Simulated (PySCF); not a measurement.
**CH11NSi3 (SMILES [SiH3]C[SiH2]N[SiH3]): density, localisation and related maps**

```xyz
16

Si   -2.1586    0.5591    0.6046
C    -1.1393   -0.1165   -0.8452
Si    0.2304   -1.3401   -0.3791
N     1.2838   -0.6157    0.7932
Si    2.1592    0.8755    0.7308
H    -3.2263    1.4209    0.0772
H    -2.7810   -0.5446    1.3420
H    -1.3251    1.3494    1.5112
H    -0.6976    0.7206   -1.3853
H    -1.8074   -0.6094   -1.5515
H     0.9770   -1.7296   -1.5883
H    -0.3137   -2.5377    0.2709
H     1.6172   -1.2570    1.4937
H     3.3959    0.7487   -0.0538
H     1.2914    1.8768    0.1169
H     2.4866    1.2084    2.1188
```

Geometry: GFN2-xTB.

The calculation used PBE0/pcSseg-1, SCF density, gas phase, non-relativistic (PySCF 2.14.0).

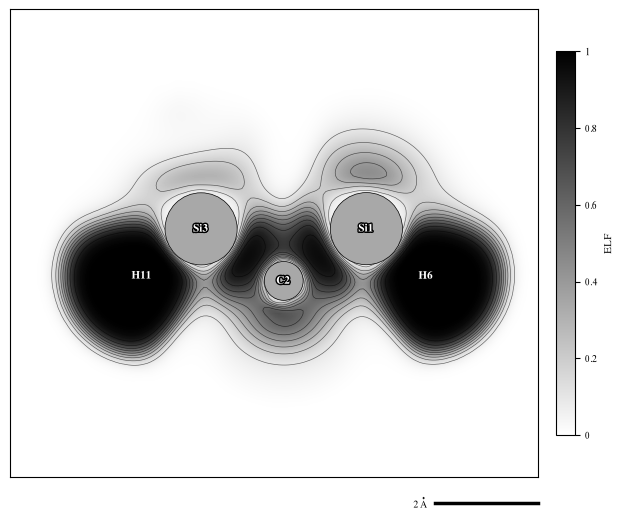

Figure 1. ELF on the plane of atoms Si1, C2 and Si3. Grey discs cover the atomic cores.

Question: What does the map show?

Answer:
- The plane passes through Si, C and H nuclei.
- C–Si (1.89 Å): the ELF peaks at about 0.95 between the atoms: a shared electron pair.
- Si–H (1.47 Å): the ELF climbs to about 1 towards the hydrogen, as it does in any bond to H.

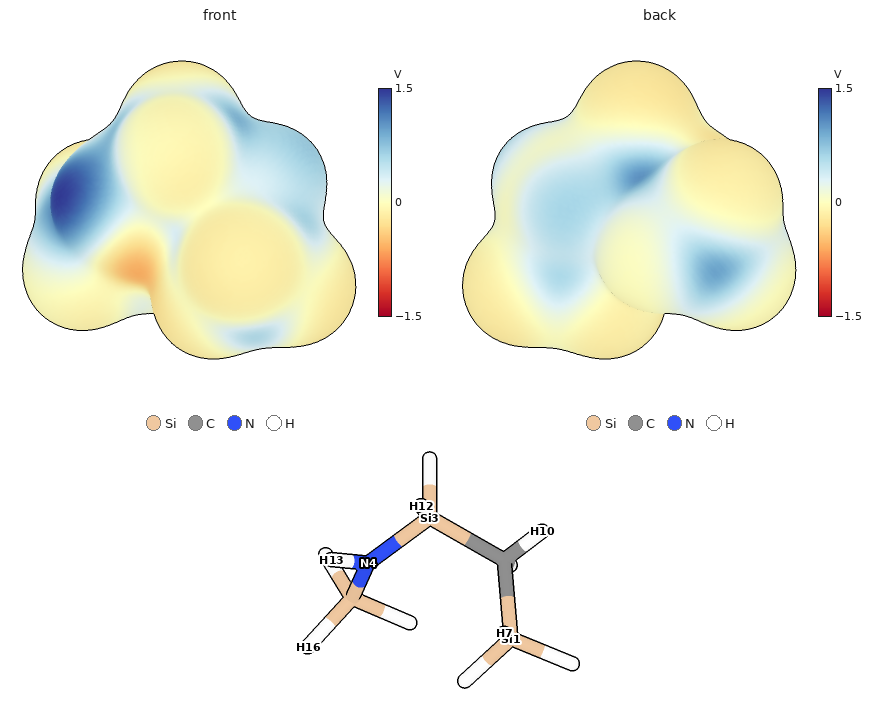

Figure 2. The molecular electrostatic potential painted on the density surface at 0.001 e/bohr³, seen from the front and from behind; red is negative and blue positive. The bare structure is drawn below in the same view.

Question: Describe the electrostatic potential map.

Answer: The most negative region (about −0.5 V) lies over N4, the most positive (about +1.4 V) over H13.
